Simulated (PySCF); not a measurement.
**GaC (quartet): density, localisation and related maps**

```yaml
atoms:
  - { symbol: Ga, position_ang: [0.0000, 0.0000, -0.2972] }
  - { symbol: C, position_ang: [0.0000, 0.0000, 1.7068] }
```

Level of theory: PySCF 2.14.0, PBE0/def2-SVP, non-relativistic Hamiltonian with scalar-relativistic core potentials where named, at a bond length of 2.004 Å.

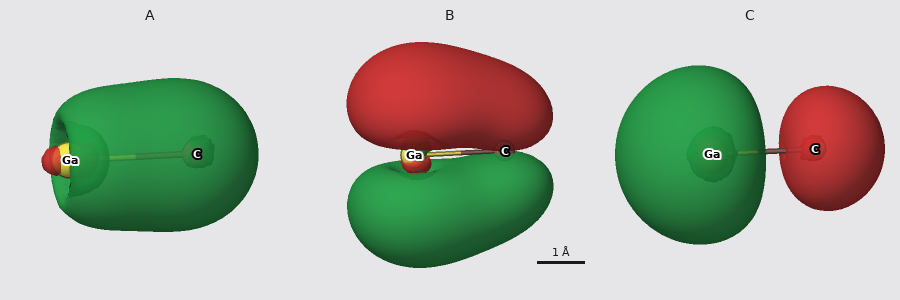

Figure 1. Three frontier β-spin orbitals, each drawn at the value that holds 80 % of its norm (green and red are the two phases), in no order; of a degenerate pair one member is drawn.

Q: Label each orbital by symmetry, say whether it is occupied, and order them by energy.

A: Orbital A: σ, occupied in this spin, −13.43 eV; shared between the atoms (Ga 30 %, C 70 %).
Orbital C: σ, occupied in this spin, −8.04 eV; shared between the atoms (Ga 70 %, C 30 %).
Orbital B: π, empty in this spin, −2.55 eV; bonding, with no node between the atoms.

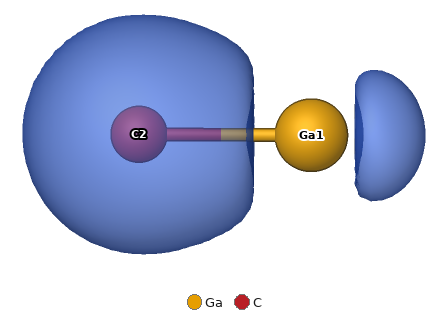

Figure 2. Isosurfaces of the spin density at +0.04 (blue) and −0.04 e/Å³ (red), seen from one side.

Q: Where is the unpaired spin?

A: The unpaired spin (3 electrons) lies mostly on C2 (about 2.3) and Ga1 (about 0.7), in electrons by Hirshfeld's partition.

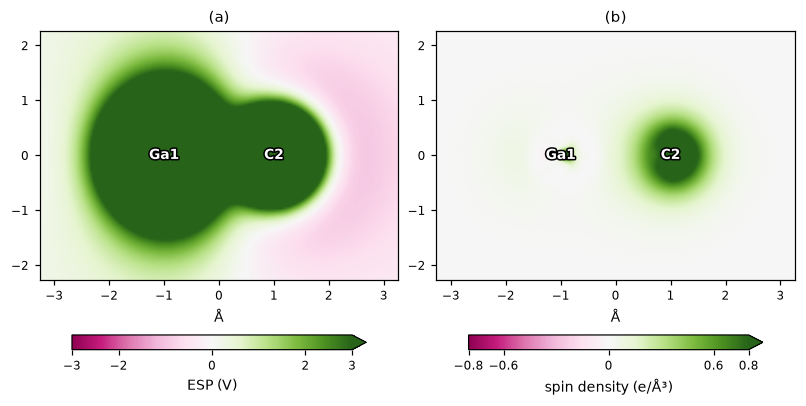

Figure 3. (a) electrostatic potential; (b) spin density (α minus β) on a plane that holds the molecular axis.

Q: Describe what can be read from this map.

A: The section cuts through Ga and C sites.

Outside the dense part of the molecule the potential is most negative (−0.9 V) near C2.
